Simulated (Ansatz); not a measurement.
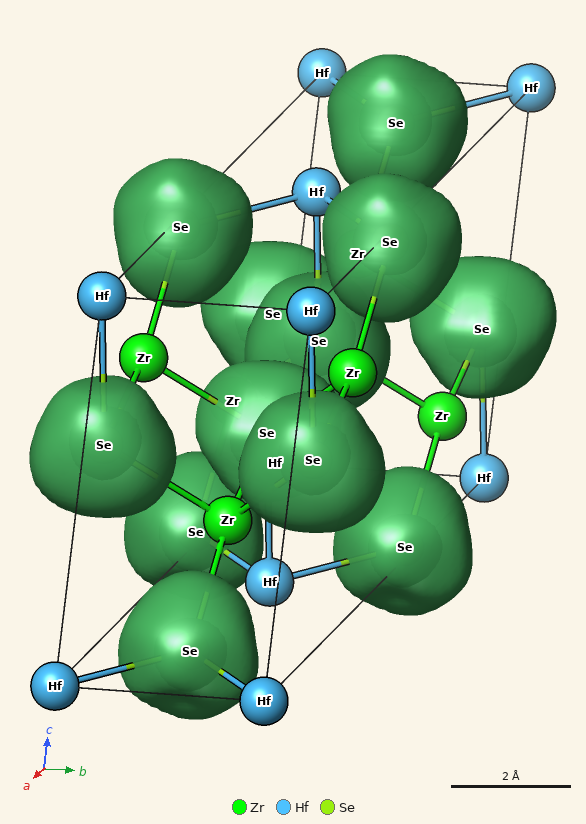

The picture shows: HfZr$_{2}$Se$_{4}$. Isosurface of the electron localisation function at 0.7 (green), seen slightly off an axis. Core shells and regions of very low density are left out. Sticks mark near contacts.

Space group C2/m; a generated structure, not necessarily the stable one.

The calculation used Ansatz 0.2.0, DFT PBE, scalar-relativistic, plane waves, PAW.

Question: Where are the electrons localised?

Answer: The surface consists of eight regions wrapped around Se (the valence shell of each), counted in one cell of 14 atoms. Regions shared between cells count once. Profiles from the grid: Hf–Se (2.66 Å): the ELF is about 0.40 at the midpoint. Zr–Se (2.70 Å): the ELF is about 0.35 at the midpoint.
